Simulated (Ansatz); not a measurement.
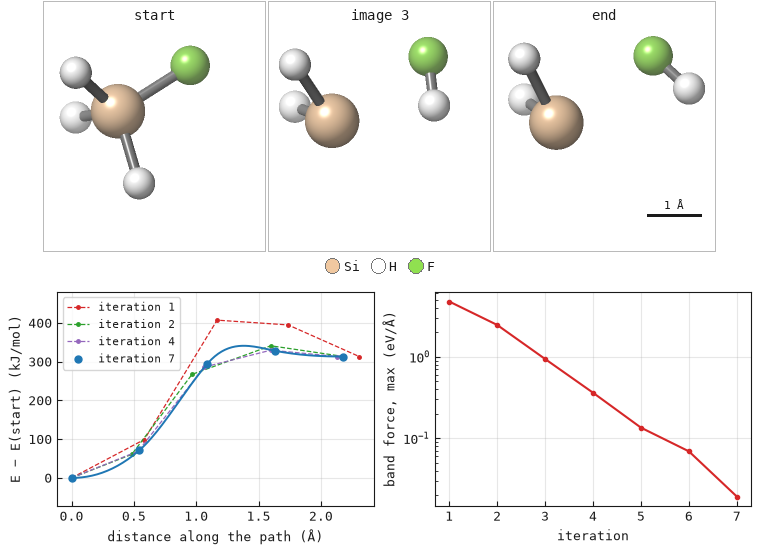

A nudged-elastic-band calculation for SiH3F. Images are numbered from 0 (start) to 4 (end). The plot follows the band through its iterations. A ball-and-stick model, seen from a free direction.

The calculation used Ansatz, RKS B3LYP-D4/def2-SVP. Settings: 3 movable images; no climbing image; force threshold 0.05 eV/Å; iteration limit 60; starting path through a guess of the saddle point.

How did the profile develop, and is the result final?

The run is converged, with reservations. The band converged in 7 iterations. The largest component of the band force went from 4.8 to 0.019 eV/Å. No image climbed, so the highest image needn't lie on the saddle point, and the true maximum along this path can be higher. So few images resolve the path coarsely. The first iteration put the highest image at 407.3 kJ/mol. Forward barrier 328.3 kJ/mol, backward barrier 14.9 kJ/mol, with image 3 at the top; the reaction energy is +313.4 kJ/mol.

Cost: 20 s on 1 thread of Arm Neoverse V1, on a shared host, peak memory 0.091 GiB.
